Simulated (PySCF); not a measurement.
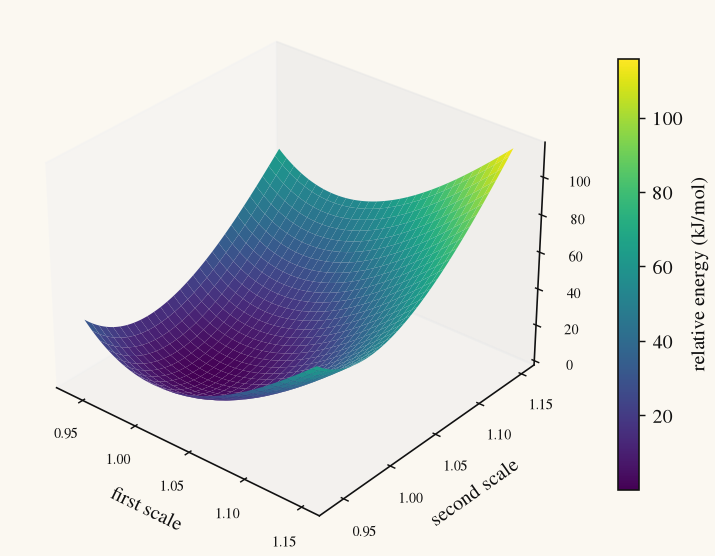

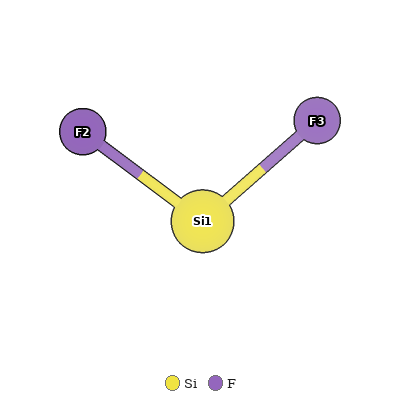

Energy landscape of SiF₂, singlet, rigid, from a minimum of the shape that electron-pair counting expects: bond 1-2 scaled first, bond 1-3 second (atom 1 is the central atom; scales multiply the bond lengths of the minimum). B3LYP/def2-TZVP with PySCF 2.14.0, restricted determinant, no spin-orbit coupling; energies count from the minimum, which needn't lie on the grid. The map is drawn from 6 × 6 computed points, interpolated.

Which computed point is the lowest, and which the highest?

Answer. Lowest at 1.00 and 1.00 (0 kJ/mol), highest at 1.15 and 1.15 (116 kJ/mol).

How does the best value of the first coordinate follow the second?

Answer. It shrinks from 1.004 to 0.992 as the second goes from 0.94 to 1.15 (from a spline through the points).
